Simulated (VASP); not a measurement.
Band structure of TcN (space group F-43m). Computed with PBEsol GGA, VASP's PBE PAW potentials (set 64) (plane waves; VASP).

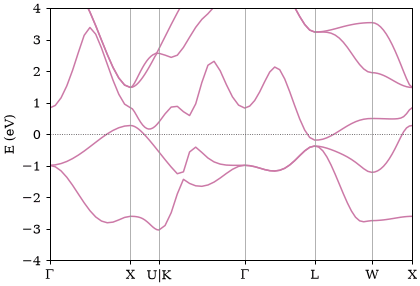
Figure: Bands along high-symmetry lines, zero at the valence-band maximum or, without a gap, the Fermi level

Read the plot: is there a gap, and where are the band edges?

It has no gap at this level: it comes out as a metal or semimetal. (Edges off the drawn lines would not show.)

The structure comes from a computed database's TcN entry (F-43m); how it stands against other phases isn't given here. It was relaxed first.
